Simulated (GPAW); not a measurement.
# C2H5Sn (SMILES C=[CH][SnH2]): a first try and a second

Wanted: energy and one-electron properties of C2H5Sn, UPBE/real-space grid (scalar-relativistic datasets).

The results are computed with GPAW 26.7.0.

## Step 1: The molecule

C2H5Sn: 8 atoms, total charge 0, spin state doublet. SMILES: `C=[CH][SnH2]`. The shape is that of a PBE0-D4/def2-TZVP optimisation.

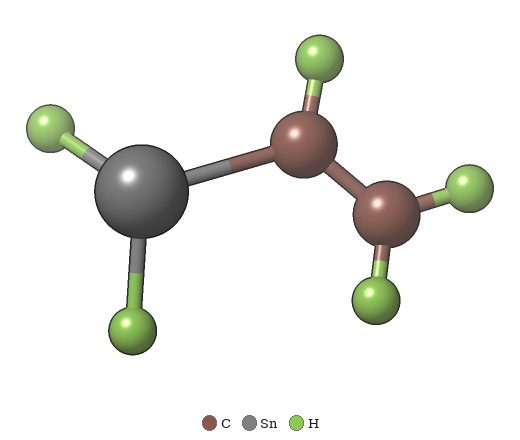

The structure, seen from a chosen angle (carbon brown, tin grey, hydrogen green).

## Step 2: The input as first written

run.py

```python
import numpy as np
from ase import Atoms
from ase.units import Debye
from gpaw import GPAW

# Geometry
atoms = Atoms(['C', 'C', 'Sn', 'H', 'H', 'H', 'H', 'H'],
    positions=[[ -1.165961,   2.025786,  -1.295218],
               [ -0.412527,   0.958280,   0.852078],
               [  2.218349,  -2.073596,   0.966595],
               [ -0.517974,   1.376099,  -3.132032],
               [ -2.489147,   3.598983,  -1.316950],
               [ -1.103600,   1.706990,   2.637113],
               [  2.326064,  -3.418326,  -1.991204],
               [  1.318840,  -4.282119,   3.174362]])
atoms.center(vacuum=4.5)
atoms.set_initial_magnetic_moments([0.333333, 0.333333, 0.333333, 0.0, 0.0, 0.0, 0.0, 0.0])

# Ground state
calculator = GPAW(mode='fd',
                  occupations={'name': 'fermi-dirac', 'width': 0.02, 'fixmagmom': True},
                  xc='PBE',
                  h=0.2,
                  maxiter=56,
                  symmetry='off',
                  txt='-')
atoms.calc = calculator

energy = atoms.get_potential_energy()
print(f'Energy: {energy:.5f} eV')
forces = atoms.get_forces()
print('Forces (eV/Ang)')
for symbol, f in zip(atoms.symbols, forces):
    print(f'{symbol:2} {f[0]:9.4f} {f[1]:9.4f} {f[2]:9.4f}')
dipole = atoms.get_dipole_moment() / Debye
print(f'Dipole                  {np.linalg.norm(dipole):.3f} D')
```

Started as:

```
$ python3 run.py
```

Standard output:

```text
[...]
Number of symmetries: 1
[...]
  Number of IBZ points: 1
[...]
Spin-components: 2 (collinear spins)
Bands:           21
[...]
  Valence electrons: 27.0
[...]
  Grid points: [68 84 76]
  Charge: 0.0  # |e|
[...]
    cutoffs:
[...]
occupation numbers:
  Fixed magnetic moment: 1.000
[...]
xc functional:
  name: PBE with 2 nearest neighbor stencil
[...]
|iter     |     time |      energy | eigst |  dens |  magmom |
[...]
|iter:   1| 00:00:07 |  -16.463709 | +0.03 |       |  +0.9934|
[...]
|iter:  46| 00:03:55 |  -14.109776c| -7.52c| -4.88c|  +1.0000|
Converged in 46 steps
[...]
Energy contributions relative to reference atoms: (reference = -170128.400349)
Energy contributions:
  Kinetic:         -11.888926
  Coulomb:           4.292164
  Zero:              0.178447
  External:          0.000000
  Xc:               -6.687590
  Entropy:          -0.007740
  Spinorbit:         0.000000
  ----------------------------
  Free energy:     -14.113646
  Extrapolated:    -14.109776
dipole moment: (0.719265, -0.305321, 0.212936)  # |e|*Ang
Total magnetic moment: (0.000000, 0.000000, 0.999999)
Local magnetic moments
|        x |        y |         z |
|----------|----------|-----------|
| 0.000000 | 0.000000 |  0.354205 |  # C    0
| 0.000000 | 0.000000 |  0.451372 |  # C    1
| 0.000000 | 0.000000 |  0.344006 |  # Sn   2
| 0.000000 | 0.000000 | -0.116557 |  # H    3
| 0.000000 | 0.000000 | -0.125296 |  # H    4
| 0.000000 | 0.000000 | -0.115410 |  # H    5
| 0.000000 | 0.000000 | -0.197841 |  # H    6
| 0.000000 | 0.000000 | -0.197837 |  # H    7
Fermi levels: -5.411, -5.099
Eigenvalues  # (at kpt = [0.000, 0.000, 0.000])
| band index |      eig [eV] | occ [0-1] |      eig [eV] | occ [0-1] |
|------------|---------------|-----------|---------------|-----------|
|          0 |       -27.762 |     1.000 |       -27.695 |     1.000 |
|        ... |               |           |               |           |
|          6 |       -13.648 |     1.000 |       -11.980 |     1.000 |
|          7 |       -12.292 |     1.000 |       -11.501 |     1.000 |
|          8 |        -7.012 |     1.000 |        -7.464 |     1.000 |
|          9 |        -6.942 |     1.000 |        -7.135 |     1.000 |
|         10 |        -6.326 |     1.000 |        -7.077 |     1.000 |
|         11 |        -6.185 |     1.000 |        -6.999 |     1.000 |
|         12 |        -5.615 |     1.000 |        -6.426 |     1.000 |
|         13 |        -5.470 |     0.952 |        -4.809 |     0.000 |
|         14 |        -5.351 |     0.048 |        -4.338 |     0.000 |
|         15 |        -5.099 |     0.000 |        -4.187 |     0.000 |
[...]
Gap: 0.119 eV
Transition (v -> c):
[...]
Forces (eV/Ang)
C    -0.2130    0.2641   -0.3238
C    -1.0487    1.1774    0.3707
Sn   -0.3541   -0.5366   -0.2147
H    -0.7671    0.7720    2.1188
H     1.5127   -1.7522   -0.0535
H     0.7118   -0.7150   -2.0926
H    -0.0435    0.3164    0.6844
H     0.1845    0.5145   -0.4993
Dipole                  3.890 D
```

Run time: 3.9 min. Hardware: 1 thread of Arm Neoverse V2, shared host; peak memory 1.7 GiB.

## Step 3: Diagnosis

It ran to the end. The result can't be trusted all the same.

The cause is that numbers in bohr are read as ångström, which stretches the molecule by 1.89. As the program read them, the closest atoms are 2.05 Å apart, against 1.09 Å in the sound input.

## Step 4: Second attempt

C2H5Sn.xyz

```xyz
8

C     -0.617000     1.072000    -0.685400
C     -0.218300     0.507100     0.450900
Sn     1.173900    -1.097300     0.511500
H     -0.274100     0.728200    -1.657400
H     -1.317200     1.904500    -0.696900
H     -0.584000     0.903300     1.395500
H      1.230900    -1.808900    -1.053700
H      0.697900    -2.266000     1.679800
```

calc.py

```python
import numpy as np
from ase.io import read
from ase.units import Debye
from gpaw import GPAW

# Atomic positions
system = read("C2H5Sn.xyz")
system.center(vacuum=4.5)
system.set_initial_magnetic_moments([0.333333, 0.333333, 0.333333, 0.0, 0.0, 0.0, 0.0, 0.0])

# Calculator
dft = GPAW(mode="fd",
           maxiter=100,
           xc="PBE",
           h=0.2,
           symmetry="off",
           occupations={"name": "fermi-dirac", "width": 0.02, "fixmagmom": True},
           txt="-")
system.calc = dft

energy = system.get_potential_energy()
print(f"Energy = {energy:.5f} eV")
forces = system.get_forces()
print("Forces (eV/Ang)")
for symbol, f in zip(system.symbols, forces):
    print(f'{symbol:2} {f[0]:9.4f} {f[1]:9.4f} {f[2]:9.4f}')
dipole = system.get_dipole_moment() / Debye
print(f"Dipole                  {np.linalg.norm(dipole):.3f} D")
```

Started as:

```
$ python calc.py > calc.log
```

Standard output (excerpt; [...] marks lines left out):

```text
[...]
Number of symmetries: 1
[...]
  Number of IBZ points: 1
[...]
Spin-components: 2 (collinear spins)
Bands:           21
[...]
  Valence electrons: 27.0
[...]
  Grid points: [56 64 60]
  Charge: 0.0  # |e|
[...]
    cutoffs:
[...]
occupation numbers:
  Fixed magnetic moment: 1.000
[...]
xc functional:
  name: PBE with 2 nearest neighbor stencil
[...]
|iter     |     time |      energy | eigst |  dens |  magmom |
[...]
|iter:   1| 00:00:04 |  -40.681148 | +0.97 |       |  +0.9934|
[...]
|iter:  16| 00:00:41 |  -36.642811c| -7.63c| -5.66c|  +1.0000|
Converged in 16 steps
[...]
Energy contributions relative to reference atoms: (reference = -170128.400349)
Energy contributions:
  Kinetic:          38.995639
  Coulomb:         -42.731478
  Zero:              0.244387
  External:          0.000000
  Xc:              -33.151360
  Entropy:          -0.000000
  Spinorbit:         0.000000
  ----------------------------
  Free energy:     -36.642811
  Extrapolated:    -36.642811
dipole moment: (-0.052567, 0.145698, -0.004249)  # |e|*Ang
Total magnetic moment: (0.000000, 0.000000, 0.999999)
Local magnetic moments
|        x |        y |        z |
|----------|----------|----------|
| 0.000000 | 0.000000 | 0.034160 |  # C    0
| 0.000000 | 0.000000 | 0.007455 |  # C    1
| 0.000000 | 0.000000 | 0.256089 |  # Sn   2
| 0.000000 | 0.000000 | 0.000005 |  # H    3
| 0.000000 | 0.000000 | 0.001080 |  # H    4
| 0.000000 | 0.000000 | 0.000463 |  # H    5
| 0.000000 | 0.000000 | 0.014215 |  # H    6
| 0.000000 | 0.000000 | 0.014801 |  # H    7
Fermi levels: -4.515, -4.047
[...]
Gap: 1.048 eV
Transition (v -> c):
[...]
Forces (eV/Ang)
C    -0.0825    0.1369   -0.2925
C     0.0692   -0.1607    0.2755
Sn    0.1678    0.0442    0.0705
H     0.0498   -0.0498   -0.2370
H    -0.1756    0.1975   -0.0214
H    -0.0421    0.0788    0.2017
H     0.0222   -0.0846   -0.1941
H    -0.0442   -0.1485    0.1446
Dipole                  0.744 D
```

Run time: 41 s. Hardware: 1 thread of Arm Neoverse V2, shared host; peak memory 0.8 GiB.

## Step 5: Results

Level: UPBE/real-space grid (scalar-relativistic datasets).

| quantity | value |
| --- | --- |
| energy as printed (from the program's reference atoms) | -36.6428 eV |
| dipole moment | 0.74 D |
| HOMO energy (highest over α and β) | -4.80 eV |
| LUMO energy (lowest over α and β) | -3.76 eV |

In words: The first attempt's energy was +22.533 eV off this one.
